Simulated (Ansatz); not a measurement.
# C2H5AlBN (SMILES B[C]1=C[NH][AlH]1) at CCSD(T)/6-31G(d) (spherical functions)

Aim: the energy change on altering one bond length of C2H5AlBN at CCSD(T)/6-31G* (spherical functions), from 2 runs. 

The results are computed with Ansatz 0.2.0.

127 further runs of the same task are left out: 127 set aside as unsound or not needed.

## Step 1: The molecule

C2H5AlBN: 10 atoms, total charge 0, spin state singlet. SMILES: `B[C]1=C[NH][AlH]1`. The shape is that of a PBE0-D4/def2-TZVP optimisation.

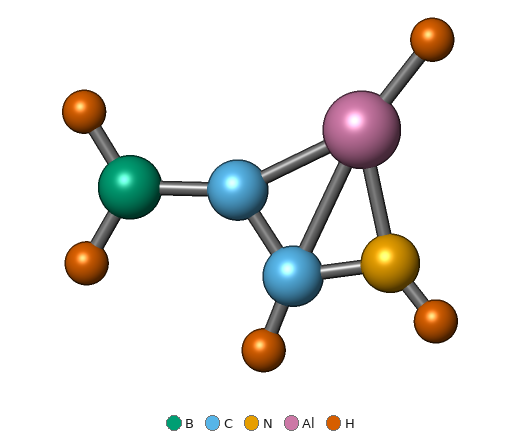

Viewed from a chosen angle; boron teal, carbon blue, nitrogen amber, aluminium pink, hydrogen orange.

## Step 2: A single-point energy at CCSD(T)/6-31G(d) (spherical functions)

in.yaml reads:

```yaml
crystal:
  periodic: [false, false, false]
  atoms:
    - {symbol: B, position_ang: [-1.253000, 0.576700, -1.418700]}
    - {symbol: C, position_ang: [-0.143800, 0.242800, -0.478800]}
    - {symbol: C, position_ang: [-0.315000, -0.471300, 0.702300]}
    - {symbol: "N", position_ang: [0.820900, -0.673500, 1.422800]}
    - {symbol: Al, position_ang: [1.688500, 0.264900, 0.080500]}
    - {symbol: H, position_ang: [-2.375700, 0.217000, -1.161700]}
    - {symbol: H, position_ang: [-1.076200, 1.195400, -2.432600]}
    - {symbol: H, position_ang: [-1.273000, -0.859200, 1.061700]}
    - {symbol: H, position_ang: [0.792000, -1.179400, 2.289700]}
    - {symbol: H, position_ang: [3.218400, 0.635500, -0.062200]}
basis:
  gaussian:
    orbitals: 6-31G_st_-spherical.json
scf:
  omitted_lower_state_checks: [cluster_reference, increment]
accuracy: high
correlation:
  method: ccsd_t
  frozen_orbitals: {Al: 5, B: 1, C: 1, H: 0, "N": 1}
```

The basis set 6-31G* is read from a file made from the Basis Set Exchange's data (not shown).

Run with:

```
$ ansatz run in.yaml --threads 1 --pin off --max-ram 3480MiB --events-out events.jsonl --progress --plain --runs-dir runs
```

The program printed (excerpt; [...] marks lines left out):

```text
Warning: RAYON_NUM_THREADS=1 ignored (pool sized by the plan → 1); use --threads N
Functional definition: HF
  name "HF"
[...]
2027 factors; integrals over basis functions are off by at most 3.5e-9 eV
[...]
mean field -10874.93138251 eV, -399.6463570139 hartree, gradient 1.4e-8 eV, S^2 0.000000; 0 other end points of the search recorded, 0 dependent functions left out
9 core orbitals not correlated: weight in the atoms' cores, before any rotation towards them, 1.000 or more for the frozen orbitals, at most 0.000 for the correlated occupied ones
reference -10874.93138251 eV, -399.6463570139 hartree; 12, 12 occupied and 63, 63 virtual orbitals, 2027 factors
second order -14.49032779 eV of doubles, -0.00000000 eV of singles
cycle   1  -14.90791781 eV  change   -4.2e-1 eV  update   1.1e-1
[...]
cycle  23  -15.51010373 eV  change  -3.4e-10 eV  update   1.3e-9
perturbative correction -0.61305062 eV, -0.0225291949 hartree
Total energy: -10891.05453686 eV, -400.2388720078 hartree
Checks for a lower state left out: cluster_reference, increment
```

Wall time 19 s (1 thread of Arm Neoverse V1, shared host); peak memory 0.47 GiB.

## Step 3: The distorted shape at the same level

job.yaml reads:

```yaml
crystal:
  periodic: [false, false, false]
  atoms:
    - {symbol: B, position_ang: [-1.394436, 0.081756, -0.607606]}
    - {symbol: C, position_ang: [-0.285236, -0.252144, 0.332294]}
    - {symbol: C, position_ang: [-0.456436, -0.966244, 1.513394]}
    - {symbol: N, position_ang: [0.679464, -1.168444, 2.233894]}
    - {symbol: Al, position_ang: [1.547064, -0.230044, 0.891594]}
    - {symbol: H, position_ang: [-2.517136, -0.277944, -0.350606]}
    - {symbol: H, position_ang: [-1.076200, 1.195400, -2.432600]}
    - {symbol: H, position_ang: [-1.414436, -1.354144, 1.872794]}
    - {symbol: H, position_ang: [0.650564, -1.674344, 3.100794]}
    - {symbol: H, position_ang: [3.076964, 0.140556, 0.748894]}
basis:
  gaussian: {orbitals: 6-31G_st_-spherical.json}
correlation: {method: ccsd_t, frozen_orbitals: {Al: 5, B: 1, C: 1, H: 0, "N": 1}}
accuracy: high
scf: {omitted_lower_state_checks: [cluster_reference, increment]}
```

The basis set 6-31G* is read from a file made from the Basis Set Exchange's data (not shown).

Run with:

```
$ ansatz run job.yaml --threads 1 --pin off --max-ram 3480MiB --events-out events.jsonl --progress --plain --runs-dir runs
```

The program printed (excerpt; [...] marks lines left out):

```text
Warning: RAYON_NUM_THREADS=1 ignored (pool sized by the plan → 1); use --threads N
[... 2 set-up lines as earlier in the session ...]
[...]
2025 factors; integrals over basis functions are off by at most 3.4e-9 eV
[...]
mean field -10871.58994281 eV, -399.5235613701 hartree, gradient 2.8e-8 eV, S^2 0.000000; 1 other end points of the search recorded, 0 dependent functions left out; unrestricted orbitals would lower it
9 core orbitals not correlated: weight in the atoms' cores, before any rotation towards them, 1.000 or more for the frozen orbitals, at most 0.000 for the correlated occupied ones
reference -10871.58994281 eV, -399.5235613701 hartree; 12, 12 occupied and 63, 63 virtual orbitals, 2025 factors
second order -14.68172868 eV of doubles, -0.00000000 eV of singles
cycle   1  -15.14805428 eV  change   -4.7e-1 eV  update   1.3e-1
[...]
cycle  24  -15.97699062 eV  change   -1.3e-9 eV  update   2.7e-9
perturbative correction -0.69181877 eV, -0.0254238709 hartree
Total energy: -10888.25875220 eV, -400.1361288167 hartree
Checks for a lower state left out: cluster_reference, increment
```

Run time: 20 s. Hardware: 1 thread of Arm Neoverse V1, shared host; peak memory 0.47 GiB.

## Step 4: Results

Level: CCSD(T)/6-31G* (spherical functions), 9 core orbitals frozen.

| quantity | value |
| --- | --- |
| first shape: total energy | -400.23887 Eh |
| first shape: correlation energy (9 core orbitals frozen) | -592.5 mEh |
| first shape: (T) correction | -22.53 mEh |
| first shape: T1 diagnostic | 0.017 |
| distorted shape: total energy | -400.13613 Eh |
| distorted shape: correlation energy (9 core orbitals frozen) | -612.6 mEh |
| distorted shape: (T) correction | -25.42 mEh |
| distorted shape: T1 diagnostic | 0.023 |
| energy change with the B1–H7 bond stretched from 1.201 to 2.161 Å | 2.796 eV |

**Reading.** With the B1–H7 bond stretched from 1.201 to 2.161 Å the energy rises by 2.80 eV (270 kJ/mol). The first shape isn't relaxed at this level, so the change isn't measured from a minimum. The triples (first shape) make up 3.8 % of the correlation energy. The T1 diagnostic (distorted shape) of 0.023 is above the customary mark for such species, so a single reference may not serve. The restricted solution (distorted shape) is unstable to spin breaking: an unrestricted one lies lower. The triples (distorted shape) make up 4.2 % of the correlation energy.
